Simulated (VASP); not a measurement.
# ZnCdTeO: structure and properties in VASP, part 2 of 5

Aim: relax ZnCdTeO, then compute properties on the relaxed cell. The cell is invented: it takes the structure of a Materials Project entry for ZnCdSeS (space group 156 there), with some of its atoms replaced by other elements, volume scaled by an estimate. It may not be a known or stable phase. Left out of this account: 1 further run (core levels: core levels are not valid at this level).

VASP 6.6.1; TPSS with D3; plane waves and PAW (Te, Cd, Zn, O); invented cell.

Still holding for the runs below: The k-mesh is coarse for a metal.

So far. Step 2 (Relaxing cell and atoms (TPSS + D3)): It ends with a largest force of 0.004 eV/Å and a pressure of 0.01 GPa.

## Step 3: Second relaxation

The basis stayed that of the start cell while the cell moved. A rerun from the cell reached resets it; the error of the finite cutoff stays.

File INCAR:

```
SYSTEM = ZnCdTeO
PREC = Accurate
ENCUT = 520
EDIFF = 1E-06
NELM = 100
ISMEAR = -1
SIGMA = 0.05
LREAL = .FALSE.
ALGO = Normal
METAGGA = TPSS
IVDW = 11
LASPH = .TRUE.
NBANDS = 24
LORBIT = 11
LWAVE = .FALSE.
LCHARG = .FALSE.
KPAR = 2
IBRION = 2
NSW = 60
ISIF = 3
EDIFFG = -0.01
```

File POSCAR:

```
ZnCdTeO
1.0
    3.9373407295      0.0000000095      0.0000000000
   -1.9686708543      3.4098371548      0.0000000000
    0.0000000000      0.0000000000      6.4135239461
Te Cd Zn O
1 1 1 1
Direct
    0.0000000000      0.0000000000      0.8798838938
    0.0000000000      0.0000000000      0.4442127652
    0.3333333300      0.6666666700      0.0624524523
    0.3333333300      0.6666666700      0.3654508887
```

File KPOINTS:

```
Automatic mesh
0
Gamma
8 8 4
0 0 0
```

Potentials, in the order of the species: Te, Cd, Zn and O (PBE family, release 64).

On the command line:

```
mpirun -np 2 vasp_std
```

Output:

```text
[banner, memory and clock lines left out]
running    2 mpi-ranks, on    1 nodes
 distrk:  each k-point on    1 cores,    2 groups
 distr:  one band on    1 cores,    1 groups

 POSCAR found type information on POSCAR TeCdZnO
 POSCAR found :  4 types and       4 ions
 [... a notice as in an earlier step ...]

 LDA part: xc-table for (None), standard interpolation
 POSCAR, INCAR and KPOINTS ok, starting setup
 FFT: planning ... GRIDC
 FFT: planning ... GRID_SOFT
 FFT: planning ... GRID
 WAVECAR not read
 entering main loop
       N       E                     dE             d eps       ncg     rms          rms(c)
DAV:   1     0.244205611610E+03    0.24421E+03   -0.17204E+04  1680   0.161E+03
DAV:   2    -0.106050141744E+02   -0.25481E+03   -0.24578E+03  1768   0.391E+02
DAV:   3    -0.310981077696E+02   -0.20493E+02   -0.20276E+02  2128   0.114E+02
DAV:   4    -0.314346974647E+02   -0.33659E+00   -0.33642E+00  1832   0.149E+01
DAV:   5    -0.314391572961E+02   -0.44598E-02   -0.44596E-02  2240   0.161E+00    0.115E+01
DAV:   6    -0.413198361312E+02   -0.98807E+01   -0.71893E+01  1688   0.869E+01    0.120E+01
DAV:   7    -0.395670002047E+02    0.17528E+01   -0.16106E+00  2184   0.173E+01    0.888E+00
DAV:   8    -0.391095476526E+02    0.45745E+00   -0.86931E+00  1952   0.247E+01    0.502E+00
DAV:   9    -0.388975361451E+02    0.21201E+00   -0.21917E+00  2248   0.126E+01    0.136E+00
DAV:  10    -0.389752004961E+02   -0.77664E-01   -0.33631E-01  2280   0.569E+00    0.183E+00
DAV:  11    -0.389178085299E+02    0.57392E-01   -0.12251E-01  2336   0.303E+00    0.679E-01
DAV:  12    -0.389209773594E+02   -0.31688E-02   -0.80679E-02  1680   0.182E+00    0.327E-01
DAV:  13    -0.389202639244E+02    0.71343E-03   -0.35251E-03  2064   0.608E-01    0.218E-01
DAV:  14    -0.389199316116E+02    0.33231E-03   -0.13373E-03  1760   0.230E-01    0.937E-02
DAV:  15    -0.389199639391E+02   -0.32327E-04   -0.30574E-04  1832   0.103E-01    0.236E-02
DAV:  16    -0.389199693715E+02   -0.54324E-05   -0.34002E-05  2080   0.396E-02    0.114E-02
DAV:  17    -0.389199754380E+02   -0.60665E-05   -0.16487E-05  1760   0.256E-02    0.645E-03
DAV:  18    -0.389199766522E+02   -0.12142E-05   -0.27076E-06  1640   0.110E-02    0.308E-03
DAV:  19    -0.389199766466E+02    0.56239E-08   -0.15817E-06  1464   0.890E-03
   1 F= -.40300412E+02 E0= -.40298732E+02  d E =-.403004E+02
 curvature:   0.00 expect dE= 0.000E+00 dE for cont linesearch  0.000E+00
 trial: gam= 0.00000 g(F)=  0.389E-05 g(S)=  0.239E-04 ort = 0.000E+00 (trialstep = 0.100E+01)
 search vector abs. value=  0.278E-04
 reached required accuracy - stopping structural energy minimisation
```

It took 82 s on 2 MPI ranks of Intel Xeon 6975P-C (Granite Rapids), shared host; peak memory 0.52 GiB.

Parts of OUTCAR (step 3):

```text
  LATTYP: Found a hexagonal cell.
 ALAT       =     3.9373407295
 C/A-ratio  =     1.6288973667

The static configuration has the point symmetry C_3v.

 Found     35 irreducible k-points:

   dimension x,y,z NGX =    30 NGY =   30 NGZ =   48
   dimension x,y,z NGXF=    60 NGYF=   60 NGZF=   96

   ENCUT  =  520.0 eV  38.22 Ry    6.18 a.u.   7.32  7.32 11.92*2*pi/ulx,y,z

   NELECT =      36.0000    total number of electrons

 E-fermi :   3.3183

 k-point     1 :       0.0000    0.0000    0.0000
  band No.  band energies     occupation
    ...
     13      -2.5851      2.00000
     14       0.7614      2.00000
     15       0.7614      2.00000
     16       1.5593      2.00000
     17       2.0396      2.00000
     18       3.4302      0.19259
     19       3.4302      0.19258
     20       6.8455      0.00000
     21       9.0424      0.00000
     22       9.0424      0.00000
    ...

 k-point     2 :       0.1250   -0.0000    0.0000
  band No.  band energies     occupation
    ...
     15       0.6344      2.00000
     16       1.5028      2.00000
     17       2.0857      2.00000
     18       2.8549      1.99981
     19       3.1742      1.89371
     20       7.4834      0.00000
     21       8.7400      0.00000
     22       9.4719      0.00000
     23      10.2862      0.00000
     24      10.9541      0.00000

 Edisp (eV)   -1.38044

  Total      -0.01687    -0.01687    -0.03757     0.00000     0.00000     0.00000
  in kB      -0.31398    -0.31398    -0.69910     0.00000     0.00000     0.00000
  external pressure =       -0.44 kB  Pullay stress =        0.00 kB

  energy-cutoff  :      520.00
  volume of cell :       86.11
      direct lattice vectors                 reciprocal lattice vectors
     3.937340729  0.000000010  0.000000000     0.253978527  0.146634605  0.000000000
    -1.968670854  3.409837155  0.000000000    -0.000000001  0.293269137  0.000000000
     0.000000000  0.000000000  6.413523946     0.000000000  0.000000000  0.155920522

 POSITION                                       TOTAL-FORCE (eV/Angst)
 -----------------------------------------------------------------------------------
      0.00000      0.00000      5.64316         0.000000     -0.000000      0.005448
      0.00000      0.00000      2.84897         0.000000     -0.000000     -0.001351
     -0.00000      2.27322      0.40054         0.000000     -0.000000     -0.006565
     -0.00000      2.27322      2.34383        -0.000000      0.000000      0.002468
 -----------------------------------------------------------------------------------
    total drift:                                0.000010     -0.000019     -0.001142

  FREE ENERGIE OF THE ION-ELECTRON SYSTEM (eV)
  ---------------------------------------------------
  free  energy   TOTEN  =       -40.3004119578 eV

  energy  without entropy=      -40.2970515035  energy(sigma->0) =      -40.29873173

 total charge
# of ion       s       p       d       tot
------------------------------------------
    1        1.342   2.123   0.034   3.499
    2        0.365   0.226   9.575  10.166
    3        0.548   0.523   9.838  10.909
    4        1.548   3.338   0.000   4.886
--------------------------------------------------
tot          3.803   6.210  19.446  29.460

[... 3 parts as in an earlier step ...]

[... 7 further parts left out ...]
```

CONTCAR:

```
ZnCdTeO
   1.00000000000000
     3.9373407294999998    0.0000000095000000    0.0000000000000000
    -1.9686708543000000    3.4098371547999999    0.0000000000000000
     0.0000000000000000    0.0000000000000000    6.4135239460999998
  Te              Cd              Zn              O
     1     1     1     1
Direct
     0.0000000000000000    0.0000000000000000    0.8798838937999989
     0.0000000000000000    0.0000000000000000    0.4442127651999996
     0.3333333300000021    0.6666666699999979    0.0624524523000005
     0.3333333300000021    0.6666666699999979    0.3654508887000034
```

Little changed from the start: no atom moved by 0.005 Å and no cell edge by 0.1 %.

Numbers from this step:

* pressure: -0.04424 GPa
* SCF cycles over all ionic steps: 19

It ends with a largest force of 0.007 eV/Å and a pressure of -0.04 GPa. The volume moved by under 0.01 %: the run met its threshold at the first step.

## Step 4: Single point with fields (TPSS + D3)

The relaxed cell gets a fresh self-consistent run, on a basis set for its own volume, to fix the density and to check the remaining stress.

INCAR, as its differences from that of step 3:

```diff
@@ -15,7 +15,5 @@
 LWAVE = .FALSE.
-LCHARG = .FALSE.
-KPAR = 2
-IBRION = 2
-NSW = 60
-ISIF = 3
-EDIFFG = -0.01
+LCHARG = .TRUE.
+ISIF = 2
+LELF = .TRUE.
+LVHAR = .TRUE.
```

POSCAR is that of step 3.

KPOINTS is that of step 3.

On the command line:

```
mpirun -np 2 vasp_std
```

Output:

```text
[banner, memory and clock lines left out]
running    2 mpi-ranks, on    1 nodes
 distrk:  each k-point on    2 cores,    1 groups
 distr:  one band on    1 cores,    2 groups

 POSCAR found type information on POSCAR TeCdZnO
 POSCAR found :  4 types and       4 ions
 [... a notice as in an earlier step ...]

 LDA part: xc-table for (None), standard interpolation
 POSCAR, INCAR and KPOINTS ok, starting setup
 FFT: planning ... GRIDC
 FFT: planning ... GRID_SOFT
 FFT: planning ... GRID
 WAVECAR not read
 entering main loop
       N       E                     dE             d eps       ncg     rms          rms(c)
[... 1 cycle as in an earlier step ...]
DAV:   2    -0.106050141746E+02   -0.25481E+03   -0.24578E+03  1768   0.391E+02
DAV:   3    -0.310981077698E+02   -0.20493E+02   -0.20276E+02  2128   0.114E+02
DAV:   4    -0.314346974650E+02   -0.33659E+00   -0.33642E+00  1832   0.149E+01
DAV:   5    -0.314391572962E+02   -0.44598E-02   -0.44596E-02  2240   0.161E+00    0.115E+01
DAV:   6    -0.413198361314E+02   -0.98807E+01   -0.71893E+01  1688   0.869E+01    0.120E+01
DAV:   7    -0.395670002048E+02    0.17528E+01   -0.16106E+00  2184   0.173E+01    0.888E+00
DAV:   8    -0.391095476528E+02    0.45745E+00   -0.86931E+00  1952   0.247E+01    0.502E+00
DAV:   9    -0.388975361452E+02    0.21201E+00   -0.21917E+00  2248   0.126E+01    0.136E+00
DAV:  10    -0.389752004968E+02   -0.77664E-01   -0.33631E-01  2280   0.569E+00    0.183E+00
[... 1 cycle as in an earlier step ...]
DAV:  12    -0.389209773597E+02   -0.31688E-02   -0.80679E-02  1680   0.182E+00    0.327E-01
DAV:  13    -0.389202639246E+02    0.71344E-03   -0.35251E-03  2064   0.608E-01    0.218E-01
DAV:  14    -0.389199316119E+02    0.33231E-03   -0.13373E-03  1760   0.230E-01    0.937E-02
DAV:  15    -0.389199639392E+02   -0.32327E-04   -0.30574E-04  1832   0.103E-01    0.236E-02
DAV:  16    -0.389199693718E+02   -0.54326E-05   -0.34002E-05  2080   0.396E-02    0.114E-02
DAV:  17    -0.389199754381E+02   -0.60663E-05   -0.16487E-05  1760   0.256E-02    0.645E-03
DAV:  18    -0.389199766524E+02   -0.12143E-05   -0.27076E-06  1640   0.110E-02    0.308E-03
DAV:  19    -0.389199766467E+02    0.57007E-08   -0.15817E-06  1464   0.890E-03
   1 F= -.40300412E+02 E0= -.40298732E+02  d E =-.336045E-02
```

It took 81 s on 2 MPI ranks; peak memory 0.43 GiB.

From OUTCAR (step 4):

```text
The static configuration has the point symmetry C_3v.

 Found     35 irreducible k-points:

   NELECT =      36.0000    total number of electrons

 E-fermi :   3.3183

 Edisp (eV)   -1.38044

  Total      -0.01687    -0.01687    -0.03757     0.00000     0.00000    -0.00000
  in kB      -0.31398    -0.31398    -0.69910     0.00000     0.00000    -0.00000
  external pressure =       -0.44 kB  Pullay stress =        0.00 kB

 POSITION                                       TOTAL-FORCE (eV/Angst)
 -----------------------------------------------------------------------------------
      0.00000      0.00000      5.64316        -0.000000     -0.000000      0.005448
      0.00000      0.00000      2.84897        -0.000000      0.000000     -0.001351
     -0.00000      2.27322      0.40054        -0.000000      0.000000     -0.006565
     -0.00000      2.27322      2.34383         0.000000     -0.000000      0.002468
 -----------------------------------------------------------------------------------
    total drift:                                0.000010     -0.000019     -0.001142

  FREE ENERGIE OF THE ION-ELECTRON SYSTEM (eV)
  ---------------------------------------------------
  free  energy   TOTEN  =       -40.3004119580 eV

  energy  without entropy=      -40.2970515037  energy(sigma->0) =      -40.29873173

[... 16 parts as in an earlier step ...]
```

Numbers from this step:

```yaml
scf_cycles: 19
```

Valence electrons inside each PAW sphere by angular momentum. Sphere charges, by row:

| atom | s (e) | p (e) | d (e) | tot (e) |
| --- | --- | --- | --- | --- |
| Te1 | 1.342 | 2.123 | 0.034 | 3.499 |
| Cd2 | 0.365 | 0.226 | 9.575 | 10.17 |
| Zn3 | 0.548 | 0.523 | 9.838 | 10.91 |
| O4 | 1.548 | 3.338 | 0 | 4.886 |

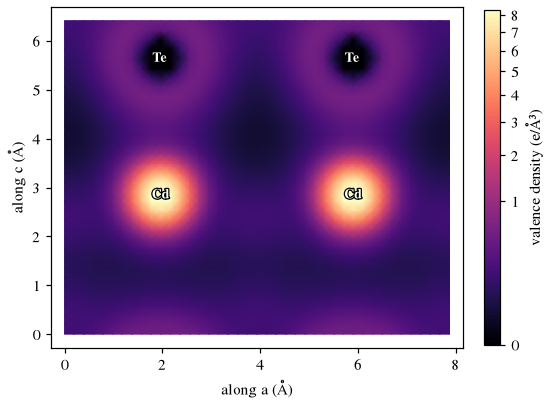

Valence density in the ac plane at fractional y = 0.000, with atoms of Te and Cd within 0.2 Å of it. It is the smooth field of the valence electrons, not physical close to the nuclei. The map starts off the cell's origin, so that atoms lie inside it. The colour scale is stretched toward low values.

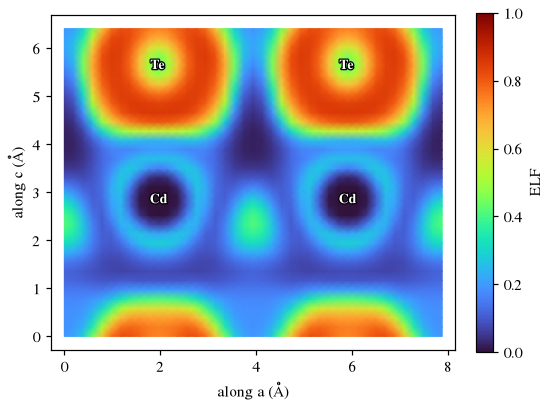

ELF in the ac plane at fractional y = 0.000, with atoms of Te and Cd within 0.2 Å of it. It is the smooth field of the valence electrons, not physical close to the nuclei. The map starts off the cell's origin, so that atoms lie inside it.

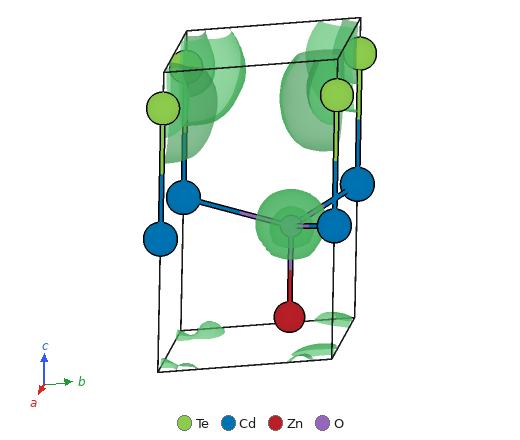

Surface of ELF = 0.79.

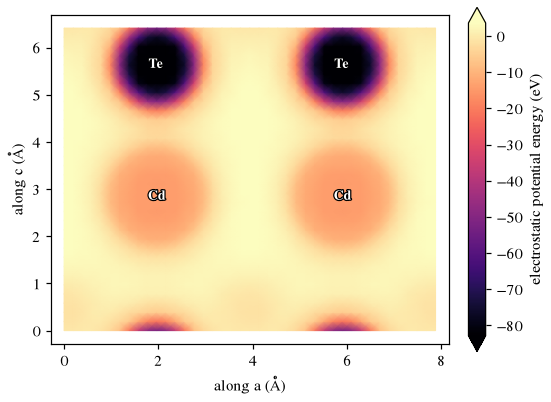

Electrostatic potential energy in the ac plane at fractional y = 0.000, with atoms of Te and Cd within 0.2 Å of it. With pseudopotentials it is smooth inside the atoms' cores, unlike the true potential. The map starts off the cell's origin, so that atoms lie inside it.

In this run the pressure is -0.04 GPa, small enough to go on.

(Continued in part 3 of 5.)

[Lines on the potential files, build, host, timing and source positions are cut from VASP's logs without a mark.]

[Logs are printed without paths, hosts, clocks, repeated set-up lines and the standing remarks that a program may print on its own settings, such as how far it seeks lower states.]

[Hosts, paths, dates, database ids (printed as entryN), source tags and the programs' standing remarks are cut or masked in the printed files.]

[A measured line is paired with the nearest computed mode of its activity, which favours agreement.]

[In band tables of VASP the shares of atoms and orbitals are scaled to a sum of 1 inside the atoms' spheres.]
